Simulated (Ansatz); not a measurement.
# Os, response to strain

The parent structure is Os in the hcp (Mg type) structure (space group P6_3/mmc, No. 194; a = 2.7543 Å, c = 4.3474 Å; relaxed with 0.1 eV smearing). Axes: x lies along a and z along c of the hexagonal cell.

Strains are applied to the cell and any free atomic positions relax; under biaxial strain the out-of-plane vector relaxes too.

Computed with plane-wave PAW DFT at the PBE level (Ansatz, an electronic-structure program, 420 eV), without spin-orbit coupling.

Notes on the quantities. pressure: mean of the normal stresses, compression positive.

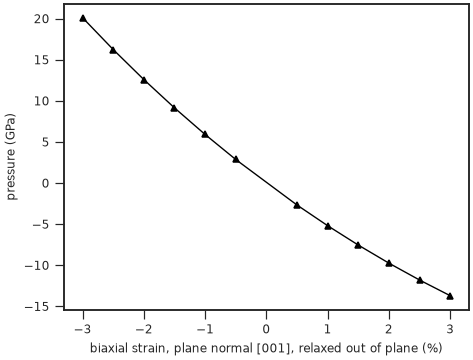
Fig. 1. Pressure against biaxial strain, plane normal [001], relaxed out of plane

```tsv
biaxial strain, plane normal [001], relaxed out of plane (%)	pressure
-3	20.1 GPa
-2.5	16.2 GPa
-2	12.6 GPa
-1.5	9.1 GPa
-1	5.9 GPa
-0.5	2.9 GPa
0.5	-2.7 GPa
1	-5.2 GPa
1.5	-7.5 GPa
2	-9.7 GPa
2.5	-11.8 GPa
3	-13.7 GPa
```

Stability against distortions was not tested. The final runs are not spin-polarised.
